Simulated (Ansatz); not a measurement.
Ru$_{2}$Rh (6 atoms in the cell), run with Ansatz.

```
crystal:
  lattice:
    - [0.0, 3.5439100285, 3.5439100285]
    - [3.5439100285, 0.0, 3.5439100285]
    - [3.5439100285, 3.5439100285, 0.0]
  atoms:
    - { symbol: Ru, position: [0.125, 0.125, 0.125], spin: 0.31 }
    - { symbol: Ru, position: [0.625, 0.125, 0.125], spin: 0.31 }
    - { symbol: Ru, position: [0.125, 0.125, 0.625], spin: 0.31 }
    - { symbol: Ru, position: [0.125, 0.625, 0.125], spin: 0.31 }
    - { symbol: Rh, position: [0.5, 0.5, 0.5] }
    - { symbol: Rh, position: [0.75, 0.75, 0.75] }
basis:
  ecutwfc: 420
kpoints:
  mp_grid: { grid: [10, 10, 10] }
hamiltonian:
  xc: pbe
scf:
  occupations: { method: gaussian, width: 0.1 }
  max_iter: 5
output:
  forces: true
  eigenvalues: true
  stress: true
magnetization:
  spin_polarized: true
```

Launched with:
```bash
ansatz run input.yaml --threads 1 --pin off --max-ram 2560MiB --backend cpu --events-out ev --progress --plain --runs-dir out
```

How does the iteration go?

Answer. Not converged after 5 iterations. The residual is still falling at the last step (down to 2.3 × 10⁻³). The net moment goes from 0.33 to 0.20 μB per cell, though in an unconverged run this needn't be final. The input holds a fault, too few SCF iterations: scf.max_iter set to 5.

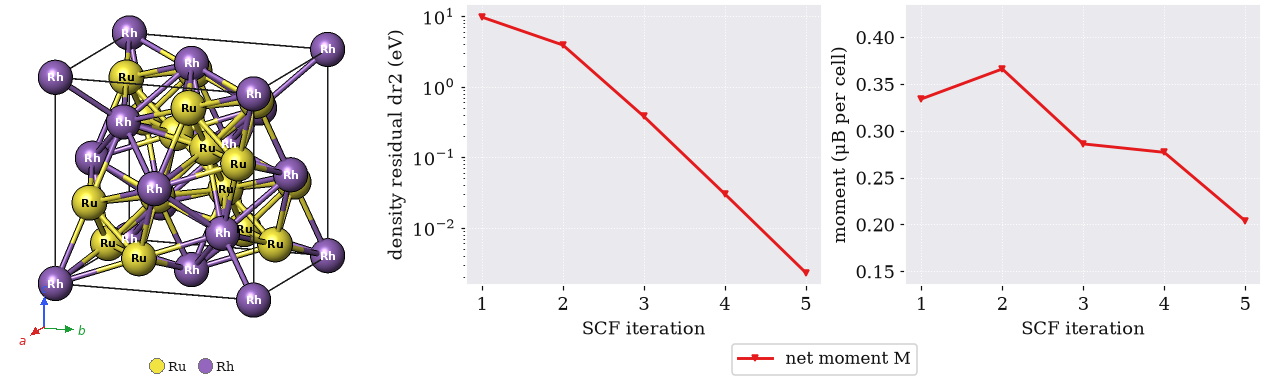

Beside the plot: the structure in its conventional cell.

SCF iterations of a calculation: density residual dr2, magnetic moments. dr2 is the charge part; the magnetisation has a residual of its own.
